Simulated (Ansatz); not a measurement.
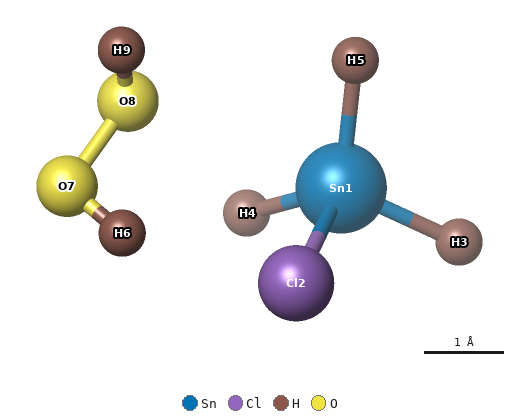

*The structure (ball-and-stick view, seen at a tilt; atoms are numbered from 1 in the order of the input). Sticks mark near contacts.*

**Single-point calculation of SnH5ClO2**

- system: SnH5ClO2
- method: RKS PBE0-D4/def2-TZVPP (Ansatz 0.2.0)

The geometry is the reactant side of a reaction. The reaction was set up to form Sn1–O7 and Cl2–H6 and to break Sn1–Cl2 and H6–O7 (atoms counted from 1 in the order of the input); sticks are drawn by distance alone. The geometry comes from this level: PBE0-D4/def2-TZVP.

Input file:
```yaml
crystal:
  periodic: [false, false, false]
  atoms:
    - {symbol: Sn, position_ang: [-0.292172, 0.117263, -1.486707]}
    - {symbol: Cl, position_ang: [1.575480, -1.054509, -0.639117]}
    - {symbol: H, position_ang: [-0.171901, -0.175619, -3.163021]}
    - {symbol: H, position_ang: [-1.666594, -0.600215, -0.807588]}
    - {symbol: H, position_ang: [-0.050172, 1.758067, -1.131068]}
    - {symbol: H, position_ang: [0.665686, -1.050724, 1.487736]}
    - {symbol: O, position_ang: [0.077886, -0.689653, 2.174755]}
    - {symbol: O, position_ang: [-0.344324, 0.520503, 1.558464]}
    - {symbol: H, position_ang: [0.206011, 1.175087, 2.006547]}
basis:
  gaussian: {orbitals: def2-TZVPP}
hamiltonian: {xc: pbe0, dispersion: d4}
output: {orbitals: {seedname: orbitals}}
```

Hardware: 4 threads of Arm Neoverse V2, 23 GiB of memory available, shared host.

Launched with:
```bash
ansatz run in.yaml --threads 4 --pin off --events-out ev --progress --plain --max-ram 9574MiB
```

The program's output:
```
Functional definition: PBE0
  name "PBE0"
  cite "Adamo & Barone, J. Chem. Phys. 110, 6158 (1999) doi:10.1063/1.478522"
  cite "Perdew, Burke & Ernzerhof, Phys. Rev. Lett. 77, 3865 (1996) doi:10.1103/PhysRevLett.77.3865"
  parent pbe
  parameter a = 0.25
  parameter kappa = 0.804
  parameter beta = 0.06672455060314922
  exchange = (1 - a)*pbe_x(kappa = kappa, mu = beta*pi^2/3) + a*exact_x
  correlation = pbe_c(beta = beta)
1383 factors; their error is unknown
mean field evaluation 1: about -22518.9458 eV, gradient 3.9e1 eV
mean field evaluation 2: about -22518.1410 eV, gradient 4.5e1 eV
mean field evaluation 4: about -22521.4907 eV, gradient 9.2e-1 eV
mean field evaluation 8: about -22521.6055 eV, gradient 4.1e-2 eV
mean field evaluation 16: about -22521.6055 eV, gradient 2.9e-5 eV
mean field -22521.60547508 eV, -827.6537355168 hartree, gradient 2.9e-5 eV, S^2 0.000000; 0 other end points of the search recorded, 0 dependent functions left out
reference -22521.60550919 eV, -827.6537367702 hartree; 30, 30 occupied and 194, 194 virtual orbitals, 1383 factors
Total energy: -22521.75862638 eV, -827.6593637230 hartree
```

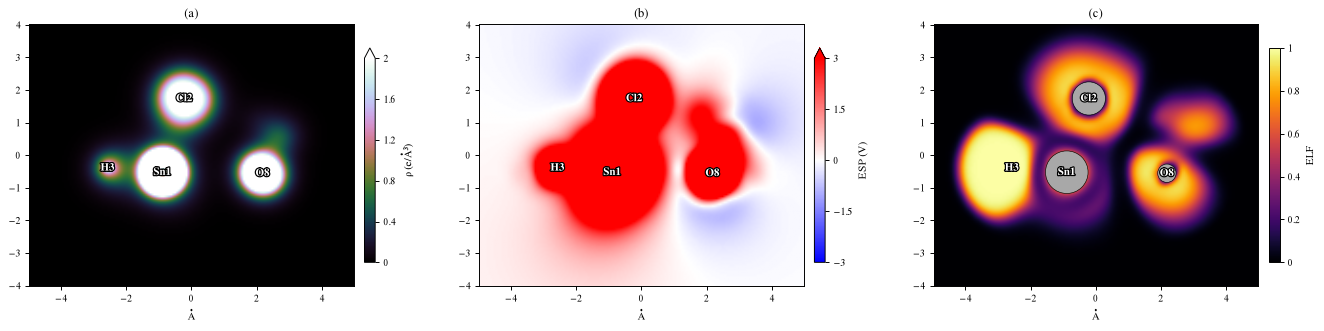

*(a) total electron density; (b) molecular electrostatic potential; (c) electron localisation function on the plane of atoms Cl2, Sn1 and H3. Grey discs, where drawn, cover atomic cores.*

The section cuts through Sn, Cl, H and O sites. Sn–Cl (2.36 Å): ρ at the midpoint is about 0.58 e/Å³; the ELF peaks at about 0.85 in the valence shell of Cl, 0.9 Å from its nucleus, and drops to about 0.15 between the two atoms. Sn–H (1.71 Å): ρ at the midpoint is about 1.2 e/Å³, with its minimum of 0.78 e/Å³ about 1.1 Å from Sn; the ELF climbs to about 1 towards the hydrogen, as it does in any bond to H.

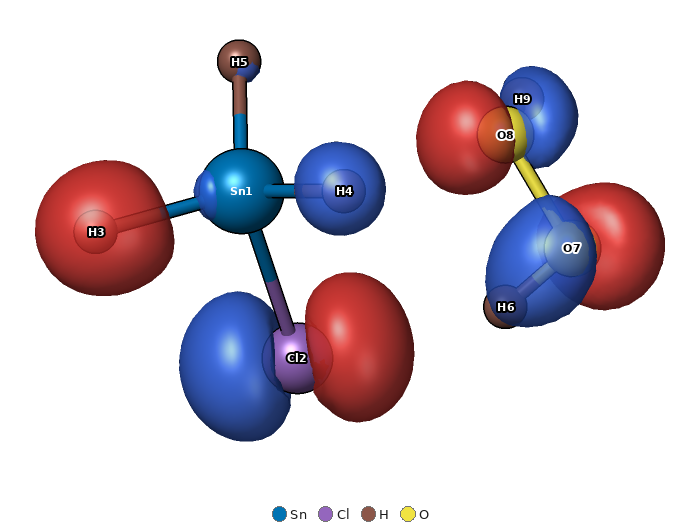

*The HOMO−1 at ±0.15 Å⁻³ᐟ² (red and blue are the two phases), seen at an oblique angle.*

By Hirshfeld shares it lies mainly on O7 (25 %), Cl2 (25 %), O8 (15 %), Sn1 (10 %) and H3 (10 %). Its energy is −8.66 eV.

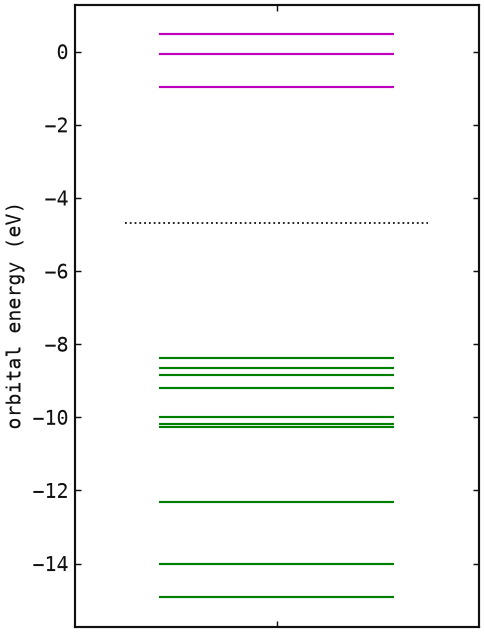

*Orbital energies near the frontier; the dotted line parts filled from empty levels, and levels within 0.02 eV of each other stand side by side.*

Highest filled −8.39 eV, lowest empty −0.97 eV, 7.42 eV apart.

Summary:

| quantity | value |
| --- | --- |
| outcome | converged |
| total energy | −22521.7586 eV |
| mean-field energy | −22521.6055 eV |
| dispersion energy | −0.1531 eV |
| SCF solution under orbital rotations | stable |
| HOMO | −8.39 eV |
| LUMO | −0.97 eV |
| wall time | 2 s (CPU time 7.3 s) |
| peak memory | 0.55 GiB |
